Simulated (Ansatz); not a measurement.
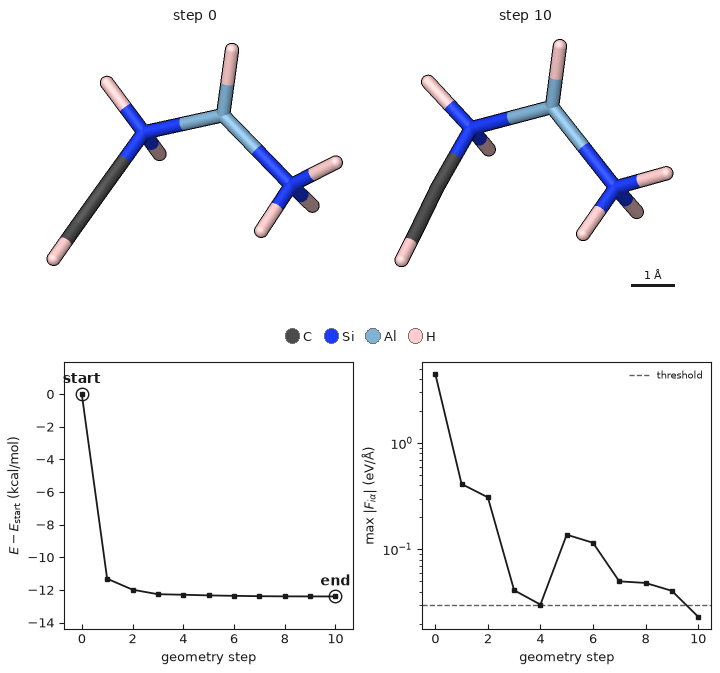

First and last geometry of a relaxation of C$_{2}$H$_{7}$AlSi$_{2}$ (coarse preliminary run), with the history of the run. A stick model, seen at a tilt.

The start comes from a force field.

The calculation used Ansatz 0.2.0, RKS PBE-D4/def2-SVP. Set-up: force threshold 0.03 eV/Å; at most 200 steps.

**Read the history and describe the run.**

It converged. The atom that moves furthest after the best rigid fit is an H atom (0.46 Å). By element the largest moves are H 0.46 Å, C 0.32 Å, Si 0.22 Å, Al 0.21 Å. Among the contacts that change: Al–Si 2.271 → 2.467 Å, Al–Si 2.356 → 2.463 Å, Al–H 1.674 → 1.606 Å, H–Si 1.443 → 1.510 Å. Bond angles that change, for instance: C–Si–Al 109.2° → 101.0°, Si–Al–Si 122.9° → 114.8°, C–C–H 173.1° → 178.9°. After 10 geometry steps the energy has fallen by 12.4 kcal/mol. Largest force component: 4.5 eV/Å at the start, 0.023 eV/Å at the end. The run took of the order of 30 core-seconds on a shared host.
